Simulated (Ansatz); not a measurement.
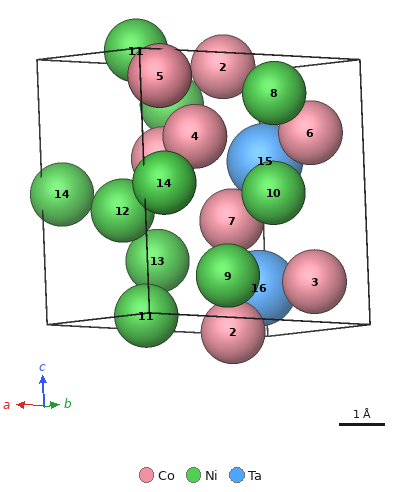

*The structure as given in the input (spheres-only view of the cell of the calculation, seen at an oblique angle; atoms are numbered from 1 in the order of the input).*

Molecular dynamics of Ta2Co7Ni7 (part 1 of 6)

- system: Ta2Co7Ni7 (disordered cell, 16 atoms in the cell)
- method: DFT PBE, scalar-relativistic, plane waves, PAW, no spin polarisation (Ansatz 0.2.0)

It belongs to a series of runs on one base structure; here: Langevin dynamics at 1130 K from the last frame before. Figures and captions count atoms from 1; the log counts them from 0 in places.

## Output
```
Warning: scf.convergence.dr2_threshold = 1e-5 eV is looser than this run's default, which is 1e-7 eV or tighter. The error in the forces grows as the threshold's square root, so leave the key out unless less accurate forces are enough
Warning: output.stress: scf.convergence.dr2_threshold = 1e-5 eV is looser than the 1.6e-9 eV advised for a printed stress (1e-10 eV for each atom of the cell: 16). What an SCF threshold leaves in a stress goes as its square root, and in the free energy as the threshold itself, and one threshold admits the most on a small cell: of the crystals measured, under no hybrid functional and no lock of the moments, on runs that ended without the residual-converged pass, on stresses that held no estimate of that error, the worst erred by over 100 MPa in a component at 1e-7 eV an atom and by under 5 at 1e-10. Set scf.convergence.dr2_threshold to 1.6e-9 eV or tighter. The threshold is an SCF's pass mark: one that does not reach it within its budget of iterations ends unconverged, or closes short of it on a stop that the run arms, and scf.convergence.dr2_threshold's page says what that costs each kind of run
Engine: ansatz 0.2.0, x86_64-unknown-linux-gnu
Pseudopotentials: kind: paw
Pseudopotential: Co, paw, valence charge 17, recommended cutoff 420 eV (normal), Co.paw.azcp
Pseudopotential: Ni, paw, valence charge 18, recommended cutoff 420 eV (normal), Ni.paw.azcp
Pseudopotential: Ta, paw, valence charge 13, recommended cutoff 420 eV (normal), Ta.paw.azcp
Functional definition: PBE
  parameter kappa = 0.804
  parameter beta = 0.06672455060314922
  exchange = pbe_x(kappa = kappa, mu = beta*pi^2/3)
  correlation = pbe_c(beta = beta)
Crystal: 16 atoms, lattice volume = 192.976 Å³
Basis set: ecut = 420 eV, 3759 PW (Γ)
Bands: 163, of which v1, the nominal top of the filled ones, is band 136 counted from 1 (135 counted from 0)
Symmetry: 1 space group operations
k-points: 1
Non-local potential: Co, projectors of the file, l = 0: 3, l = 1: 2, l = 2: 3, l = 3: 1
Non-local potential: Ni, projectors of the file, l = 0: 3, l = 1: 2, l = 2: 3, l = 3: 1
Non-local potential: Ta, projectors of the file, l = 0: 3, l = 1: 2, l = 2: 2, l = 3: 1
PAW form: soft (Blöchl's): semilocal exchange-correlation on the pseudo side does not see the compensation charge
PAW one-centre angular grid: Co, 590 points (default); XC on 64 Gauss nodes
PAW one-centre angular grid: Ni, 590 points (default); XC on 64 Gauss nodes
PAW one-centre angular grid: Ta, 590 points (default); XC on 64 Gauss nodes
Initial density: superposition of atomic densities (neutral atoms: chi_scale 0, normalization atom), corrected by the library's trained network
Initial wavefunctions: pseudopotential atomic-orbital guess
Functional: x = pbe(κ = 0.804, μ = 0.2195149727645171), c = pbe(β = 0.06672455060314922)
SCF iter   1: F=—  HF=-96620.406932 eV  |F-HF|=—  |Δ(HF+E_count)|=         —  Δρ=2.32e-2  dr2=6.44e-1  ethr=1.77e-3  ⟨swp⟩=5.0  Hψ=466  notcnv=0  defer=3
preconditioner: auto → Kerker (q_TF=auto, 2.887 Å⁻¹)  [metal: Δε(μ)=0.059 eV  Ē_g=5.267 eV  σ=0.097 eV  W_gap=0.15  n_scr=80 (ndim 8)  ℏωp=32.0 eV  f_vac=0.000  D(μ)=31.68/eV (n_scr^D=518)]
SCF iter   2: F=—  HF=-96620.361654 eV  |F-HF|=—  |Δ(HF+E_count)|=   4.53e-2  Δρ=8.96e-3  dr2=1.25e-1  ethr=2.38e-4  ⟨swp⟩=1.0  Hψ=188  notcnv=0  defer=3
SCF iter   3: F=—  HF=-96620.354379 eV  |F-HF|=—  |Δ(HF+E_count)|=   7.27e-3  Δρ=2.65e-3  dr2=1.52e-2  ethr=4.61e-5  ⟨swp⟩=1.0  Hψ=160  notcnv=0  defer=3
SCF iter   4: F=—  HF=-96620.353413 eV  |F-HF|=—  |Δ(HF+E_count)|=   9.66e-4  Δρ=7.33e-4  dr2=1.16e-3  ethr=5.63e-6  ⟨swp⟩=1.0  Hψ=160  notcnv=0  defer=3
SCF iter   5: F=—  HF=-96620.353437 eV  |F-HF|=—  |Δ(HF+E_count)|=   2.39e-5  Δρ=3.64e-4  dr2=2.03e-4  ethr=4.29e-7  ⟨swp⟩=3.0  Hψ=247  notcnv=0  defer=3
SCF iter   6: F=—  HF=-96620.353398 eV  |F-HF|=—  |Δ(HF+E_count)|=   3.91e-5  Δρ=1.56e-4  dr2=3.45e-5  ethr=7.49e-8  ⟨swp⟩=1.0  Hψ=160  notcnv=0  defer=3
SCF iter   7: F=-96620.353390 eV  HF=-96620.353394 eV  |F-HF|=3.62e-6  |Δ(HF+E_count)|=   4.16e-6  Δρ=5.98e-5  dr2=6.40e-6  ethr=3.69e-9  ⟨swp⟩=4.0  Hψ=575  notcnv=0
SCF 1 converged in 7 iterations: F = -96620.353390 eV  dr2 = 6.40e-6
  greatest PAW one-centre occupation: 1.001 electrons in one spin orbital (limit 2), on the Ni atom at site 13 (counted from 0), in its partial waves of l = 1
md step     0: t =     0.00 fs  T =  1059.4 K  F+E_penalty+E_count = -96620.35339029 eV  E_kin = 2.190957 eV  P_inst = 7.2326 GPa  (7 SCF iters)
Initial density: handed on by an earlier stage of this run
Initial wavefunctions: those handed on with the density
iter 1 solved again at ethr=3.87e-5 eV; its pass at ethr=3.10e-3 eV (dr2=1.05e-1 eV) is discarded
SCF iter   1: F=—  HF=-96620.399128 eV  |F-HF|=—  |Δ(HF+E_count)|=         —  Δρ=6.76e-3  dr2=1.09e-1  ethr=3.87e-5  ⟨swp⟩=1.0  Hψ=645  notcnv=0
preconditioner: auto → Kerker (q_TF=auto, 2.887 Å⁻¹)  [metal: Δε(μ)=0.092 eV  Ē_g=5.196 eV  σ=0.097 eV  W_gap=0.22  n_scr=80 (ndim 8)  ℏωp=32.0 eV  f_vac=0.000  D(μ)=33.75/eV (n_scr^D=572)]
SCF iter   2: F=—  HF=-96620.392946 eV  |F-HF|=—  |Δ(HF+E_count)|=   6.18e-3  Δρ=3.27e-3  dr2=3.63e-2  ethr=3.87e-5  ⟨swp⟩=1.0  Hψ=163  notcnv=0
SCF iter   3: F=—  HF=-96620.388672 eV  |F-HF|=—  |Δ(HF+E_count)|=   4.27e-3  Δρ=1.27e-3  dr2=4.14e-3  ethr=1.34e-5  ⟨swp⟩=1.0  Hψ=163  notcnv=0
SCF iter   4: F=—  HF=-96620.388166 eV  |F-HF|=—  |Δ(HF+E_count)|=   5.06e-4  Δρ=3.91e-4  dr2=2.14e-4  ethr=1.53e-6  ⟨swp⟩=1.0  Hψ=163  notcnv=0
SCF iter   5: F=—  HF=-96620.388159 eV  |F-HF|=—  |Δ(HF+E_count)|=   6.80e-6  Δρ=1.51e-4  dr2=2.76e-5  ethr=7.89e-8  ⟨swp⟩=3.0  Hψ=235  notcnv=0
SCF iter   6: F=-96620.388148 eV  HF=-96620.388154 eV  |F-HF|=5.84e-6  |Δ(HF+E_count)|=   5.24e-6  Δρ=8.15e-5  dr2=7.32e-6  ethr=3.69e-9  ⟨swp⟩=5.0  Hψ=586  notcnv=0
SCF 2 converged in 6 iterations: F = -96620.388148 eV  dr2 = 7.32e-6
[... from here on the iterations of each SCF are left out, up to the last one ...]
md step     1: t =     3.00 fs  T =  1092.0 K  F+E_penalty+E_count = -96620.38814825 eV  E_kin = 2.258358 eV  P_inst = 7.1967 GPa  (6 SCF iters)
[... from here on the SCF iterations and repeated set-up lines of each step are left out, up to the last step ...]
SCF 3 converged in 6 iterations: F = -96620.491312 eV  dr2 = 6.03e-6
md step     2: t =     6.00 fs  T =  1026.1 K  F+E_penalty+E_count = -96620.49131154 eV  E_kin = 2.122237 eV  P_inst = 6.8556 GPa  (6 SCF iters)
SCF 4 converged in 6 iterations: F = -96620.655312 eV  dr2 = 5.81e-6
md step     3: t =     9.00 fs  T =  1174.1 K  F+E_penalty+E_count = -96620.65531171 eV  E_kin = 2.428237 eV  P_inst = 6.5942 GPa  (6 SCF iters)
SCF 5 converged in 6 iterations: F = -96620.837870 eV  dr2 = 5.90e-6
md step     4: t =    12.00 fs  T =  1318.4 K  F+E_penalty+E_count = -96620.83787006 eV  E_kin = 2.726644 eV  P_inst = 6.2591 GPa  (6 SCF iters)
SCF 6 converged in 5 iterations: F = -96620.987721 eV  dr2 = 2.72e-6
md step     5: t =    15.00 fs  T =  1123.5 K  F+E_penalty+E_count = -96620.98772082 eV  E_kin = 2.323659 eV  P_inst = 5.6027 GPa  (5 SCF iters)
SCF 7 converged in 6 iterations: F = -96621.131412 eV  dr2 = 1.79e-6
md step     6: t =    18.00 fs  T =  1156.4 K  F+E_penalty+E_count = -96621.13141212 eV  E_kin = 2.391537 eV  P_inst = 5.2444 GPa  (6 SCF iters)
SCF 8 converged in 6 iterations: F = -96621.288212 eV  dr2 = 3.91e-6
md step     7: t =    21.00 fs  T =  1205.6 K  F+E_penalty+E_count = -96621.28821152 eV  E_kin = 2.493441 eV  P_inst = 4.8830 GPa  (6 SCF iters)
SCF 9 converged in 5 iterations: F = -96621.430826 eV  dr2 = 4.85e-6
md step     8: t =    24.00 fs  T =   990.8 K  F+E_penalty+E_count = -96621.43082589 eV  E_kin = 2.049112 eV  P_inst = 4.2773 GPa  (5 SCF iters)
SCF 10 converged in 5 iterations: F = -96621.572784 eV  dr2 = 8.35e-6
md step     9: t =    27.00 fs  T =   984.0 K  F+E_penalty+E_count = -96621.57278427 eV  E_kin = 2.035142 eV  P_inst = 3.9113 GPa  (5 SCF iters)
SCF 11 converged in 6 iterations: F = -96621.693427 eV  dr2 = 4.89e-6
md step    10: t =    30.00 fs  T =  1102.1 K  F+E_penalty+E_count = -96621.69342686 eV  E_kin = 2.279360 eV  P_inst = 3.6836 GPa  (6 SCF iters)
SCF 12 converged in 5 iterations: F = -96621.780861 eV  dr2 = 4.46e-6
md step    11: t =    33.00 fs  T =   991.9 K  F+E_penalty+E_count = -96621.78086065 eV  E_kin = 2.051409 eV  P_inst = 3.2443 GPa  (5 SCF iters)
SCF 13 converged in 6 iterations: F = -96621.883516 eV  dr2 = 1.36e-6
md step    12: t =    36.00 fs  T =  1108.7 K  F+E_penalty+E_count = -96621.88351552 eV  E_kin = 2.292871 eV  P_inst = 3.0359 GPa  (6 SCF iters)
SCF 14 converged in 6 iterations: F = -96622.032185 eV  dr2 = 3.47e-6
md step    13: t =    39.00 fs  T =  1376.7 K  F+E_penalty+E_count = -96622.03218505 eV  E_kin = 2.847150 eV  P_inst = 2.8614 GPa  (6 SCF iters)
SCF 15 converged in 6 iterations: F = -96622.188118 eV  dr2 = 2.60e-6
md step    14: t =    42.00 fs  T =  1546.7 K  F+E_penalty+E_count = -96622.18811833 eV  E_kin = 3.198882 eV  P_inst = 2.5334 GPa  (6 SCF iters)
SCF 16 converged in 5 iterations: F = -96622.327774 eV  dr2 = 5.60e-6
md step    15: t =    45.00 fs  T =  1378.4 K  F+E_penalty+E_count = -96622.32777351 eV  E_kin = 2.850765 eV  P_inst = 1.8878 GPa  (5 SCF iters)
SCF 17 converged in 5 iterations: F = -96622.442428 eV  dr2 = 4.63e-6
md step    16: t =    48.00 fs  T =  1297.4 K  F+E_penalty+E_count = -96622.44242830 eV  E_kin = 2.683147 eV  P_inst = 1.4351 GPa  (5 SCF iters)
SCF 18 converged in 6 iterations: F = -96622.523455 eV  dr2 = 9.42e-7
md step    17: t =    51.00 fs  T =  1406.9 K  F+E_penalty+E_count = -96622.52345460 eV  E_kin = 2.909660 eV  P_inst = 1.3014 GPa  (6 SCF iters)
SCF 19 converged in 5 iterations: F = -96622.579197 eV  dr2 = 4.59e-6
md step    18: t =    54.00 fs  T =  1466.7 K  F+E_penalty+E_count = -96622.57919655 eV  E_kin = 3.033433 eV  P_inst = 1.2007 GPa  (5 SCF iters)
SCF 20 converged in 6 iterations: F = -96622.599752 eV  dr2 = 1.09e-6
md step    19: t =    57.00 fs  T =  1587.0 K  F+E_penalty+E_count = -96622.59975193 eV  E_kin = 3.282178 eV  P_inst = 1.2862 GPa  (6 SCF iters)
SCF 21 converged in 6 iterations: F = -96622.609169 eV  dr2 = 5.38e-6
md step    20: t =    60.00 fs  T =  1375.0 K  F+E_penalty+E_count = -96622.60916934 eV  E_kin = 2.843814 eV  P_inst = 1.0470 GPa  (6 SCF iters)
SCF 22 converged in 6 iterations: F = -96622.632878 eV  dr2 = 2.05e-6
md step    21: t =    63.00 fs  T =  1172.4 K  F+E_penalty+E_count = -96622.63287771 eV  E_kin = 2.424626 eV  P_inst = 0.8115 GPa  (6 SCF iters)
SCF 23 converged in 5 iterations: F = -96622.645758 eV  dr2 = 9.19e-6
md step    22: t =    66.00 fs  T =  1097.9 K  F+E_penalty+E_count = -96622.64575803 eV  E_kin = 2.270616 eV  P_inst = 0.7614 GPa  (5 SCF iters)
SCF 24 converged in 6 iterations: F = -96622.650263 eV  dr2 = 1.45e-6
md step    23: t =    69.00 fs  T =  1219.6 K  F+E_penalty+E_count = -96622.65026279 eV  E_kin = 2.522280 eV  P_inst = 0.9617 GPa  (6 SCF iters)
SCF 25 converged in 5 iterations: F = -96622.647915 eV  dr2 = 5.67e-6
md step    24: t =    72.00 fs  T =  1075.5 K  F+E_penalty+E_count = -96622.64791471 eV  E_kin = 2.224383 eV  P_inst = 0.8577 GPa  (5 SCF iters)
SCF 26 converged in 5 iterations: F = -96622.621834 eV  dr2 = 6.33e-6
md step    25: t =    75.00 fs  T =  1040.3 K  F+E_penalty+E_count = -96622.62183430 eV  E_kin = 2.151597 eV  P_inst = 0.9172 GPa  (5 SCF iters)
SCF 27 converged in 6 iterations: F = -96622.582980 eV  dr2 = 1.66e-6
md step    26: t =    78.00 fs  T =  1151.7 K  F+E_penalty+E_count = -96622.58298017 eV  E_kin = 2.381838 eV  P_inst = 1.2051 GPa  (6 SCF iters)
SCF 28 converged in 5 iterations: F = -96622.540828 eV  dr2 = 3.25e-6
md step    27: t =    81.00 fs  T =  1450.6 K  F+E_penalty+E_count = -96622.54082837 eV  E_kin = 3.000168 eV  P_inst = 1.7414 GPa  (5 SCF iters)
SCF 29 converged in 5 iterations: F = -96622.485671 eV  dr2 = 5.35e-6
md step    28: t =    84.00 fs  T =  1327.9 K  F+E_penalty+E_count = -96622.48567064 eV  E_kin = 2.746378 eV  P_inst = 1.8252 GPa  (5 SCF iters)
SCF 30 converged in 6 iterations: F = -96622.429435 eV  dr2 = 6.81e-7
md step    29: t =    87.00 fs  T =  1188.8 K  F+E_penalty+E_count = -96622.42943504 eV  E_kin = 2.458687 eV  P_inst = 1.8986 GPa  (6 SCF iters)
SCF 31 converged in 6 iterations: F = -96622.387341 eV  dr2 = 4.44e-6
md step    30: t =    90.00 fs  T =  1149.5 K  F+E_penalty+E_count = -96622.38734144 eV  E_kin = 2.377364 eV  P_inst = 2.0864 GPa  (6 SCF iters)
SCF 32 converged in 5 iterations: F = -96622.353614 eV  dr2 = 9.11e-6
md step    31: t =    93.00 fs  T =  1004.2 K  F+E_penalty+E_count = -96622.35361363 eV  E_kin = 2.076949 eV  P_inst = 2.1293 GPa  (5 SCF iters)
SCF 33 converged in 6 iterations: F = -96622.323970 eV  dr2 = 1.70e-6
md step    32: t =    96.00 fs  T =  1024.6 K  F+E_penalty+E_count = -96622.32396967 eV  E_kin = 2.119086 eV  P_inst = 2.3090 GPa  (6 SCF iters)
SCF 34 converged in 5 iterations: F = -96622.310802 eV  dr2 = 7.25e-6
md step    33: t =    99.00 fs  T =   902.8 K  F+E_penalty+E_count = -96622.31080188 eV  E_kin = 1.867206 eV  P_inst = 2.2615 GPa  (5 SCF iters)
SCF 35 converged in 5 iterations: F = -96622.306044 eV  dr2 = 7.25e-6
md step    34: t =   102.00 fs  T =  1153.5 K  F+E_penalty+E_count = -96622.30604449 eV  E_kin = 2.385600 eV  P_inst = 2.6069 GPa  (5 SCF iters)
SCF 36 converged in 5 iterations: F = -96622.278126 eV  dr2 = 4.79e-6
md step    35: t =   105.00 fs  T =  1197.4 K  F+E_penalty+E_count = -96622.27812640 eV  E_kin = 2.476331 eV  P_inst = 2.7408 GPa  (5 SCF iters)
SCF 37 converged in 5 iterations: F = -96622.235402 eV  dr2 = 2.50e-6
md step    36: t =   108.00 fs  T =  1242.2 K  F+E_penalty+E_count = -96622.23540204 eV  E_kin = 2.568998 eV  P_inst = 2.8897 GPa  (5 SCF iters)
SCF 38 converged in 5 iterations: F = -96622.211067 eV  dr2 = 4.27e-6
md step    37: t =   111.00 fs  T =   981.8 K  F+E_penalty+E_count = -96622.21106737 eV  E_kin = 2.030592 eV  P_inst = 2.6377 GPa  (5 SCF iters)
SCF 39 converged in 6 iterations: F = -96622.237850 eV  dr2 = 1.62e-6
md step    38: t =   114.00 fs  T =  1078.1 K  F+E_penalty+E_count = -96622.23785035 eV  E_kin = 2.229592 eV  P_inst = 2.6381 GPa  (6 SCF iters)
SCF 40 converged in 6 iterations: F = -96622.336660 eV  dr2 = 1.52e-6
md step    39: t =   117.00 fs  T =  1101.7 K  F+E_penalty+E_count = -96622.33666034 eV  E_kin = 2.278485 eV  P_inst = 2.3108 GPa  (6 SCF iters)
SCF 41 converged in 6 iterations: F = -96622.474811 eV  dr2 = 3.44e-6
md step    40: t =   120.00 fs  T =  1028.6 K  F+E_penalty+E_count = -96622.47481115 eV  E_kin = 2.127217 eV  P_inst = 1.7534 GPa  (6 SCF iters)
SCF 42 converged in 6 iterations: F = -96622.605377 eV  dr2 = 1.48e-6
md step    41: t =   123.00 fs  T =  1245.5 K  F+E_penalty+E_count = -96622.60537742 eV  E_kin = 2.575891 eV  P_inst = 1.5621 GPa  (6 SCF iters)
SCF 43 converged in 5 iterations: F = -96622.724613 eV  dr2 = 2.42e-6
md step    42: t =   126.00 fs  T =  1143.4 K  F+E_penalty+E_count = -96622.72461306 eV  E_kin = 2.364681 eV  P_inst = 1.0434 GPa  (5 SCF iters)
SCF 44 converged in 5 iterations: F = -96622.854169 eV  dr2 = 9.23e-6
md step    43: t =   129.00 fs  T =  1290.0 K  F+E_penalty+E_count = -96622.85416907 eV  E_kin = 2.667956 eV  P_inst = 0.7720 GPa  (5 SCF iters)
SCF 45 converged in 6 iterations: F = -96623.001398 eV  dr2 = 1.68e-6
md step    44: t =   132.00 fs  T =  1659.0 K  F+E_penalty+E_count = -96623.00139761 eV  E_kin = 3.431181 eV  P_inst = 0.6732 GPa  (6 SCF iters)
SCF 46 converged in 5 iterations: F = -96623.128789 eV  dr2 = 5.10e-6
md step    45: t =   135.00 fs  T =  1607.7 K  F+E_penalty+E_count = -96623.12878930 eV  E_kin = 3.324911 eV  P_inst = 0.1211 GPa  (5 SCF iters)
SCF 47 converged in 5 iterations: F = -96623.211384 eV  dr2 = 5.81e-6
md step    46: t =   138.00 fs  T =  1623.0 K  F+E_penalty+E_count = -96623.21138379 eV  E_kin = 3.356586 eV  P_inst = -0.2404 GPa  (5 SCF iters)
SCF 48 converged in 6 iterations: F = -96623.233756 eV  dr2 = 1.84e-6
md step    47: t =   141.00 fs  T =  1662.4 K  F+E_penalty+E_count = -96623.23375569 eV  E_kin = 3.438135 eV  P_inst = -0.3975 GPa  (6 SCF iters)
SCF 49 converged in 6 iterations: F = -96623.202438 eV  dr2 = 3.82e-6
md step    48: t =   144.00 fs  T =  1488.2 K  F+E_penalty+E_count = -96623.20243809 eV  E_kin = 3.077803 eV  P_inst = -0.6350 GPa  (6 SCF iters)
SCF 50 converged in 6 iterations: F = -96623.137381 eV  dr2 = 1.32e-6
md step    49: t =   147.00 fs  T =  1226.5 K  F+E_penalty+E_count = -96623.13738090 eV  E_kin = 2.536687 eV  P_inst = -0.8428 GPa  (6 SCF iters)
SCF 51 converged in 6 iterations: F = -96623.030341 eV  dr2 = 3.68e-6
md step    50: t =   150.00 fs  T =  1146.1 K  F+E_penalty+E_count = -96623.03034102 eV  E_kin = 2.370235 eV  P_inst = -0.6685 GPa  (6 SCF iters)
SCF 52 converged in 6 iterations: F = -96622.908561 eV  dr2 = 6.68e-7
md step    51: t =   153.00 fs  T =  1219.5 K  F+E_penalty+E_count = -96622.90856132 eV  E_kin = 2.522201 eV  P_inst = -0.2545 GPa  (6 SCF iters)
SCF 53 converged in 6 iterations: F = -96622.806554 eV  dr2 = 3.79e-6
md step    52: t =   156.00 fs  T =   988.7 K  F+E_penalty+E_count = -96622.80655438 eV  E_kin = 2.044704 eV  P_inst = -0.2286 GPa  (6 SCF iters)
SCF 54 converged in 5 iterations: F = -96622.718136 eV  dr2 = 4.27e-6
md step    53: t =   159.00 fs  T =   813.6 K  F+E_penalty+E_count = -96622.71813626 eV  E_kin = 1.682671 eV  P_inst = -0.1431 GPa  (5 SCF iters)
SCF 55 converged in 5 iterations: F = -96622.659824 eV  dr2 = 4.79e-6
md step    54: t =   162.00 fs  T =  1019.2 K  F+E_penalty+E_count = -96622.65982403 eV  E_kin = 2.107881 eV  P_inst = 0.3296 GPa  (5 SCF iters)
SCF 56 converged in 5 iterations: F = -96622.646147 eV  dr2 = 5.19e-6
md step    55: t =   165.00 fs  T =   835.1 K  F+E_penalty+E_count = -96622.64614672 eV  E_kin = 1.727208 eV  P_inst = 0.2313 GPa  (5 SCF iters)
SCF 57 converged in 5 iterations: F = -96622.670570 eV  dr2 = 4.68e-6
md step    56: t =   168.00 fs  T =   874.9 K  F+E_penalty+E_count = -96622.67057036 eV  E_kin = 1.809337 eV  P_inst = 0.2788 GPa  (5 SCF iters)
SCF 58 converged in 5 iterations: F = -96622.719663 eV  dr2 = 5.64e-6
md step    57: t =   171.00 fs  T =   799.7 K  F+E_penalty+E_count = -96622.71966323 eV  E_kin = 1.653897 eV  P_inst = 0.1444 GPa  (5 SCF iters)
SCF 59 converged in 5 iterations: F = -96622.792796 eV  dr2 = 7.60e-6
```
